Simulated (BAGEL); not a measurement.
# CH5Al (SMILES [CH3][AlH2]) at HF/6-31G(d) (density fitting with qzvpp-jkfit, spherical functions)

What is the energy change on altering one bond length of CH5Al at HF/6-31G* (density fitting with qzvpp-jkfit, spherical functions)? 

The results are computed with BAGEL 1.2.2.

### Step 1. The molecule

CH5Al: 7 atoms, total charge 0, spin state singlet. SMILES: `[CH3][AlH2]`. Geometry: relaxed at PBE0-D4/def2-TZVP.

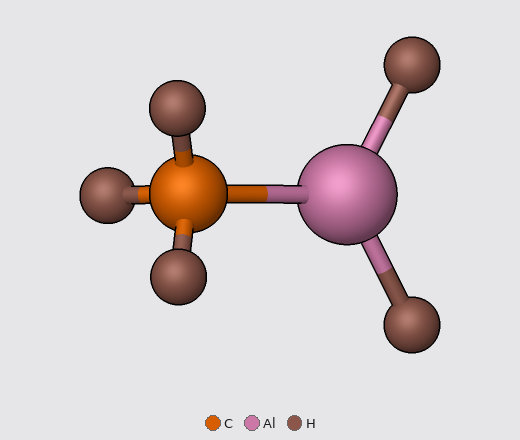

Viewed from a chosen angle; carbon orange, aluminium pink, hydrogen brown.

### Step 2. A single-point energy at HF/6-31G(d) (density fitting with qzvpp-jkfit, spherical functions)

File calc.json:

```json
{ "bagel": [

{
  "title": "molecule",
  "basis": "6-31gs.json",
  "df_basis": "qzvpp-jkfit",
  "angstrom": true,
  "geometry": [
    { "atom": "C", "xyz": [   -0.448500,   -0.695600,   -0.355500 ] },
    { "atom": "Al", "xyz": [    0.562900,    0.778300,    0.424700 ] },
    { "atom": "H", "xyz": [   -1.063100,   -1.219600,    0.380800 ] },
    { "atom": "H", "xyz": [   -1.134400,   -0.306400,   -1.118200 ] },
    { "atom": "H", "xyz": [    0.193400,   -1.425500,   -0.855600 ] },
    { "atom": "H", "xyz": [    0.016000,    1.549300,    1.703400 ] },
    { "atom": "H", "xyz": [    1.934800,    1.251600,   -0.225400 ] }
  ]
},
{ "title": "hf" },
{ "title": "print", "file": "orbitals.molden", "orbitals": true }

]}
```

The basis set 6-31G* is read from a file made from the Basis Set Exchange's data (not shown).

Started as:

```bash
$ BAGEL_NUM_THREADS=1 BAGEL calc.json > calc.out
```

What it wrote:

```text
* using 1 threads per process

  ===============================================================
  ===============================================================

  *** Geometry ***

  { "atom" : "C", "xyz" : [     -0.847542,     -1.314493,     -0.671798 ] },
  { "atom" : "Al", "xyz" : [      1.063727,      1.470774,      0.802567 ] },
  { "atom" : "H", "xyz" : [     -2.008968,     -2.304710,      0.719608 ] },
  { "atom" : "H", "xyz" : [     -2.143705,     -0.579012,     -2.113092 ] },
  { "atom" : "H", "xyz" : [      0.365473,     -2.693805,     -1.616850 ] },
  { "atom" : "H", "xyz" : [      0.030236,      2.927753,      3.218959 ] },
  { "atom" : "H", "xyz" : [      3.656242,      2.365181,     -0.425944 ] },

  Number of auxiliary basis functions:      293

  Since a DF basis is specified, we compute 2- and 3-index integrals:
    o Being stored without compression. Storage requirement is 0.004 GB

  Number of basis functions:       42
  Number of electrons      :       24

    * METHOD: MOLECULE                             0.07

  *** RHF ***

  === Nuclear Repulsion ===
    50.6184517267

      * DIIS with orbital gradients will be used.

  === RHF iteration (6-31gs.json) ===
      0       -282.59170759          0.02045296           0.01
      1       -282.65034254          0.00824307           0.01
      2       -282.66104262          0.00168819           0.01
      3       -282.66169312          0.00014320           0.01
      4       -282.66169962          0.00002622           0.01
      5       -282.66169984          0.00000716           0.01
      6       -282.66169986          0.00000166           0.01
      7       -282.66169986          0.00000031           0.01
      8       -282.66169986          0.00000010           0.01
      9       -282.66169986          0.00000004           0.01
     10       -282.66169986          0.00000001           0.01
    * SCF iteration converged.

    * Permanent dipole moment:
           (    0.120406,     0.182995,     0.091721) a.u.

    * METHOD: HF                                   0.15

    * METHOD: PRINT                                0.01

  ===============================================================
```

It took 0.34 s on 1 thread of Arm Neoverse V1, shared host.

### Step 3. The distorted shape

File input.json:

```json
{ "bagel" : [

{
  "title" : "molecule",
  "basis" : "6-31gs.json",
  "df_basis" : "qzvpp-jkfit",
  "angstrom" : true,
  "geometry" : [
    { "atom" : "C", "xyz" : [   -0.654254,   -0.766584,   -0.258000 ] },
    { "atom" : "Al", "xyz" : [    0.357146,    0.707316,    0.522200 ] },
    { "atom" : "H", "xyz" : [   -1.268854,   -1.290584,    0.478300 ] },
    { "atom" : "H", "xyz" : [   -1.340154,   -0.377384,   -1.020700 ] },
    { "atom" : "H", "xyz" : [   -0.012354,   -1.496484,   -0.758100 ] },
    { "atom" : "H", "xyz" : [   -0.189754,    1.478316,    1.800900 ] },
    { "atom" : "H", "xyz" : [    1.934800,    1.251600,   -0.225400 ] }
  ]
},
{
  "title" : "hf"
},
{
  "title" : "print",
  "file" : "orbitals.molden",
  "orbitals" : true
}

]}
```

The basis set 6-31G* is read from a file made from the Basis Set Exchange's data (not shown).

Started as:

```bash
$ BAGEL_NUM_THREADS=1 BAGEL input.json > input.out
```

What it wrote:

```text
* using 1 threads per process

  ===============================================================
  ===============================================================

  *** Geometry ***

  { "atom" : "C", "xyz" : [     -1.236361,     -1.448634,     -0.487549 ] },
  { "atom" : "Al", "xyz" : [      0.674908,      1.336634,      0.986815 ] },
  { "atom" : "H", "xyz" : [     -2.397787,     -2.438850,      0.903856 ] },
  { "atom" : "H", "xyz" : [     -2.532524,     -0.713152,     -1.928843 ] },
  { "atom" : "H", "xyz" : [     -0.023346,     -2.827945,     -1.432601 ] },
  { "atom" : "H", "xyz" : [     -0.358583,      2.793612,      3.403208 ] },
  { "atom" : "H", "xyz" : [      3.656242,      2.365181,     -0.425944 ] },

  Number of auxiliary basis functions:      293

  Since a DF basis is specified, we compute 2- and 3-index integrals:
    o Being stored without compression. Storage requirement is 0.004 GB

  Number of basis functions:       42
  Number of electrons      :       24

    * METHOD: MOLECULE                             0.07

  *** RHF ***

  === Nuclear Repulsion ===
    49.9551531899

      * DIIS with orbital gradients will be used.

  === RHF iteration (6-31gs.json) ===
      0       -282.58055677          0.02021676           0.01
      1       -282.63893475          0.00818725           0.01
      2       -282.64960516          0.00172156           0.01
      3       -282.65031277          0.00014608           0.01
      4       -282.65031990          0.00002484           0.01
      5       -282.65032009          0.00000707           0.01
      6       -282.65032011          0.00000168           0.01
      7       -282.65032011          0.00000033           0.01
      8       -282.65032011          0.00000010           0.01
      9       -282.65032011          0.00000004           0.01
     10       -282.65032011          0.00000001           0.01
    * SCF iteration converged.

    * Permanent dipole moment:
           (    0.329439,     0.262045,     0.000666) a.u.

    * METHOD: HF                                   0.15

    * METHOD: PRINT                                0.01

  ===============================================================
```

Wall time 0.34 s (1 thread of Arm Neoverse V1, shared host).

### Step 4. What came out

Level: HF/6-31G* (density fitting with qzvpp-jkfit, spherical functions).

| quantity | value |
| --- | --- |
| first shape: total energy | -282.66170 Eh |
| first shape: dipole moment | 0.60 D |
| first shape: HOMO energy | -11.08 eV |
| first shape: LUMO energy | 1.38 eV |
| first shape: HOMO–LUMO gap | 12.46 eV |
| distorted shape: total energy | -282.65032 Eh |
| distorted shape: dipole moment | 1.07 D |
| distorted shape: HOMO energy | -10.74 eV |
| distorted shape: LUMO energy | 1.28 eV |
| distorted shape: HOMO–LUMO gap | 12.03 eV |
| energy change with the Al2–H7 bond stretched from 1.590 to 1.829 Å | 0.310 eV |

In words: With the Al2–H7 bond stretched from 1.590 to 1.829 Å the energy rises by 0.31 eV (7.1 kcal/mol). The first shape isn't relaxed at this level, so the change isn't measured from a minimum.
